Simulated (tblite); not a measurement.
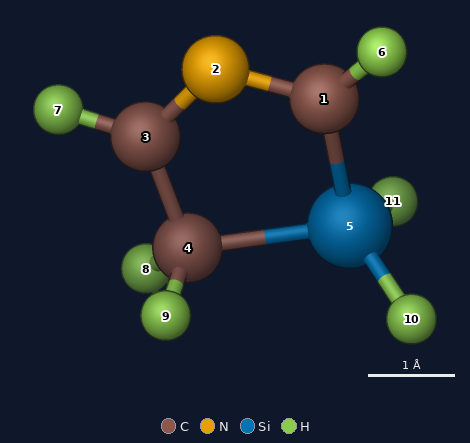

Figure 1. The structure as given in the input (ball-and-stick view, seen at a tilt; atoms are numbered from 1 in the order of the input).

Frequency calculation of C3H6NSi

- system: C3H6NSi, multiplicity 2
- method: GFN2-xTB harmonic vibrations, gas phase (tblite 0.8.0)

It belongs to a series of runs on one base structure; here: H removed from sp3 C.

Input file
```
{"job": {"kind": "ir", "xc": "GFN2-xTB", "basis": "xTB"}, "charge": 0, "multiplicity": 2}
C      0.430287    -0.066472     1.450842
N     -0.858499     0.234439     1.373957
C     -1.342232     0.343422     0.173374
C     -0.506049    -0.068371    -0.991537
Si     1.261859    -0.109521    -0.233239
H      0.809733    -0.318554     2.427993
H     -2.336776     0.743697     0.050628
H     -0.681046     0.589209    -1.841527
H     -0.791275    -1.074055    -1.309860
H      1.978423    -1.349236    -0.531365
H      2.040998     1.078113    -0.595229
```

The first line tells a small driver script what to run in tblite; the rest is the geometry in Å.

Launch command:
```bash
OMP_NUM_THREADS=1 python <driver script> task.json out
```

The program's output
```
mode    cm-1     km/mol
  1     142.2      0.86
  2     399.7     13.37
  3     451.1     11.30
  4     479.8      3.37
  5     504.8     40.93
  6     599.8     77.66
  7     607.1     70.85
  8     640.3     16.21
  9     661.8     30.32
 10     744.9     53.68
 11     762.2      6.17
 12     782.6    252.79
 13     829.9     18.05
 14     990.2     19.76
 15    1038.0      6.43
 16    1148.0     18.84
 17    1181.0     49.13
 18    1206.1      7.09
 19    1329.6     35.75
 20    1432.6     46.13
 21    1466.9     72.32
 22    2232.6    384.96
 23    2265.4    262.05
 24    2938.4     23.12
 25    3000.7     24.23
 26    3078.8     34.17
 27    3082.4     24.72
```

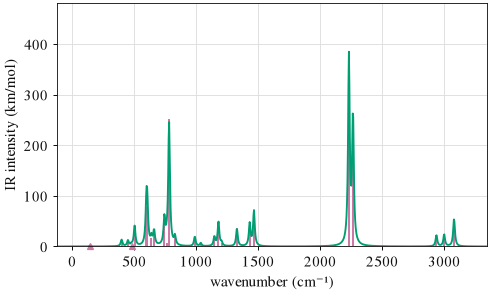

Figure 2. Harmonic infrared spectrum, unscaled: sticks (degenerate modes added up, dark ones marked on the axis) with a Lorentzian envelope of 16 cm⁻¹ full width, scaled to the tallest stick. 27 modes from 142 to 3082 cm⁻¹, none imaginary. The strongest line is at 2233 cm⁻¹ (385 km/mol).

Summary

- outcome: converged
- total energy: −382.1616 eV
- zero-point energy: 48.6010 kcal/mol
- hardware: 1 CPU thread, shared host
- peak memory: 0.17 GiB
